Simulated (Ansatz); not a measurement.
Cl3F2HMoO

The calculation's input:

```
crystal:
  periodic: [false, false, false]
  atoms:
    - symbol: Cl
      position_ang: [-0.009890, -2.259106, 0.312887]
    - symbol: Cl
      position_ang: [-1.511510, 0.624947, 1.325573]
    - symbol: Cl
      position_ang: [1.781380, -0.113849, -1.645928]
    - symbol: F
      position_ang: [1.353845, 0.541602, 1.138418]
    - symbol: F
      position_ang: [-1.090304, 0.189245, -1.482438]
    - symbol: Mo
      position_ang: [0.173718, 0.726675, -0.259687]
    - symbol: O
      position_ang: [0.258266, 2.333004, -0.554523]
    - symbol: H
      position_ang: [-0.955505, -2.042508, 1.165697]
basis:
  gaussian:
    orbitals: def2-SVPD
hamiltonian:
  xc: {name: PBE0}
output: {forces: true, orbitals: {seedname: orbitals}}
```

Run with:

```sh
ansatz run input.yaml --threads 2 --pin off --max-ram 6090MiB --events-out events.jsonl --progress --plain --runs-dir runs
```

Geometry: PBE0-D4/def2-SVP; core potentials replace the inner electrons of Mo.

The calculation used Ansatz 0.2.0, isolated molecule in a Gaussian basis; Kohn-Sham density functional theory, functional PBE0.

What can the converged electron density and electron localisation function tell about the bonding?

Answer. Mo–O (1.64 Å): ρ at the midpoint is about 2.2 e/Å³; the ELF peaks at about 0.80 in the valence shell of O, 0.5 Å from its nucleus, and drops to about 0.45 between the two atoms.
Mo–Cl (2.28 Å): ρ at the midpoint is about 0.69 e/Å³; the ELF peaks at about 0.85 in the valence shell of Cl, 0.8 Å from its nucleus, and is about 0.40 at the midpoint.
Cl–H (1.29 Å): ρ is about 1.9 e/Å³ halfway; the ELF climbs to about 1 towards the hydrogen, as it does in any bond to H.

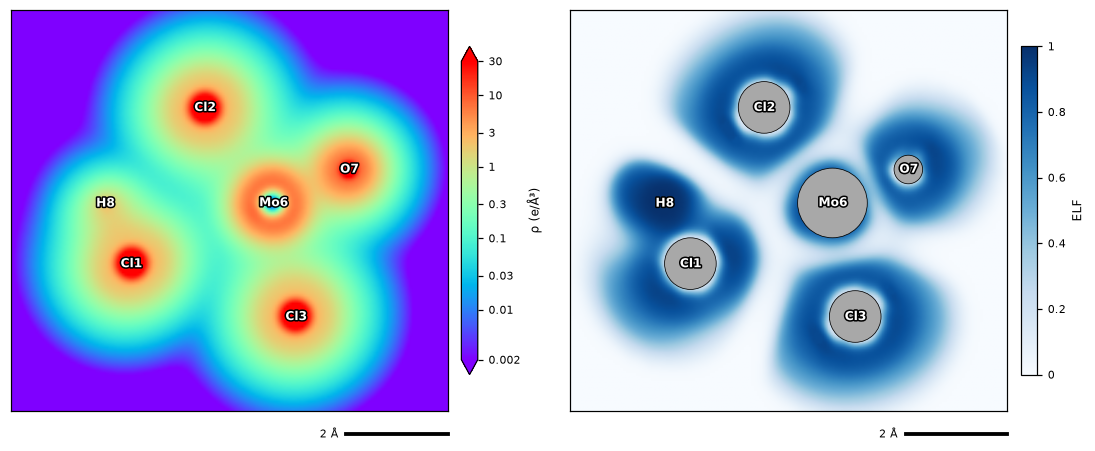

Computed electron density and electron localisation function on the plane of atoms Cl3, Mo6 and O7, in this order. Grey discs cover the atomic cores in the ELF map. 
